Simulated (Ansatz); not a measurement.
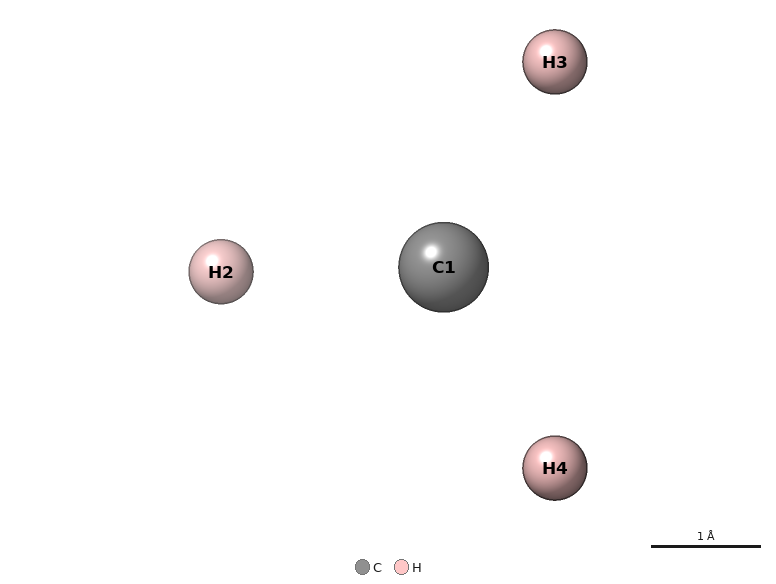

Figure made from data computed with Ansatz.

Orthographic view. Atoms fade into the background with distance from the viewer. The species is neutral and a spin doublet. Geometry: a fixed input geometry, not necessarily a minimum.

List all interatomic distances (Å) as a matrix.

```tsv
atom	C1	H2	H3	H4
C1	0.00			
H2	2.16	0.00		
H3	2.16	3.74	0.00	
H4	2.16	3.74	3.74	0.00
```
